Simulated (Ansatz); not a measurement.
BeGe6F3 (space group Im-3m, No. 229). Coordinates: coordinates from a relaxation with Ansatz 0.2.0, DFT PBE, scalar-relativistic, plane waves, PAW; the starting structure was generated, so it need not be a known form of this composition.

```cif
data_structure
_symmetry_space_group_name_H-M 'P 1'
_symmetry_Int_Tables_number 1
_cell_length_a 8.6033
_cell_length_b 8.6033
_cell_length_c 8.6033
_cell_angle_alpha 90.000
_cell_angle_beta 90.000
_cell_angle_gamma 90.000
_cell_volume 636.79
loop_
_atom_site_label
_atom_site_type_symbol
_atom_site_fract_x
_atom_site_fract_y
_atom_site_fract_z
_atom_site_occupancy
Be1 Be 0.00000 0.00000 0.00000 1
Ge1 Ge 0.74732 0.00000 0.00000 1
Ge2 Ge 0.25268 0.00000 0.00000 1
Ge3 Ge 0.00000 0.74732 0.00000 1
Ge4 Ge 0.00000 0.25268 0.00000 1
Ge5 Ge 0.00000 0.00000 0.74732 1
Ge6 Ge 0.00000 0.00000 0.25268 1
F1 F 0.50000 0.00000 0.00000 1
F2 F 0.00000 0.50000 0.00000 1
F3 F 0.00000 0.00000 0.50000 1
Be2 Be 0.50000 0.50000 0.50000 1
Ge7 Ge 0.24732 0.50000 0.50000 1
Ge8 Ge 0.75268 0.50000 0.50000 1
Ge9 Ge 0.50000 0.24732 0.50000 1
Ge10 Ge 0.50000 0.75268 0.50000 1
Ge11 Ge 0.50000 0.50000 0.24732 1
Ge12 Ge 0.50000 0.50000 0.75268 1
F4 F 0.00000 0.50000 0.50000 1
F5 F 0.50000 0.00000 0.50000 1
F6 F 0.50000 0.50000 0.00000 1
```

Bonds are taken as Be–Ge below 2.4 Å and F–Ge below 2.4 Å. Simplification: prune 0- and 1-connected atoms, fold 2-connected ones into links.

Derive the underlying net.

The result is a uninodal 6-connected, three-periodic net: Be is a 6-connected node. Ge and F become part of the edges. It is the pcu net, known from NaCl, ReO3 and the B-X framework of perovskite. Two identical nets interpenetrate without a bond between them.

| node | links | point symbol | coordination sequence |
| --- | --- | --- | --- |
| Be | 6 | 4^12.6^3 | 6 18 38 66 |

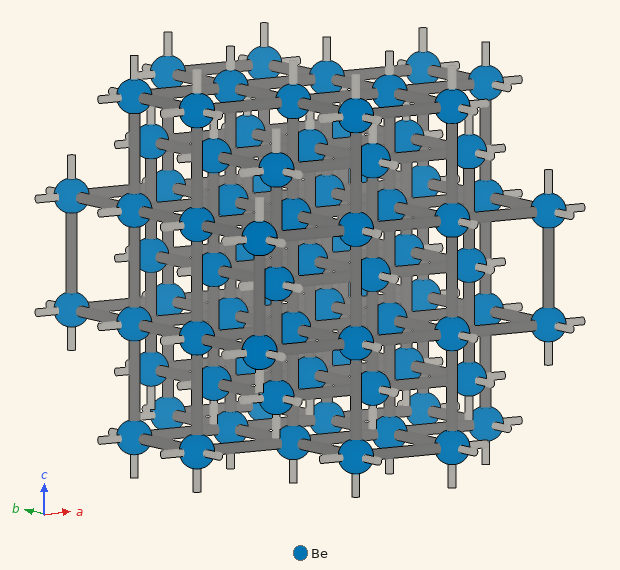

Nodes are coloured by topological kind. Short stubs are edges that leave the cut-out.
